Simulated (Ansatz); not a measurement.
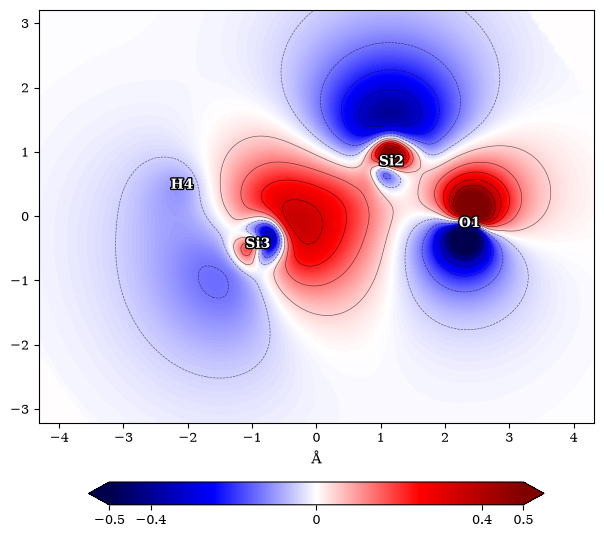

Figure 1: H3OSi2 (SMILES O=[Si][SiH3]) (doublet). The LUMO (β) on the plane of atoms Si2, Si3 and H4 (values in Å⁻³ᐟ²; the overall sign is arbitrary).

Geometry: r2SCAN-D4/def2-SVP.

These are results of isolated molecule in a Gaussian basis; Kohn-Sham density functional theory, functional PBE0 in Ansatz 0.2.0, not measurements.

```
atom    x (Å)    y (Å)    z (Å)
   O  -3.8180   1.6939  -0.3737
  Si  -2.5964   1.2709   0.4857
  Si  -2.2427  -1.1379   0.3094
   H  -1.0695  -1.5549   1.1312
   H  -2.0071  -1.4406  -1.1329
   H  -3.4876  -1.7998   0.7985
```

> Describe this orbital and give its energy.

Its weight (Hirshfeld) is mainly on Si2 (about 50 %), Si3 (about 25 %) and O1 (about 20 %). Its energy is −3.56 eV.
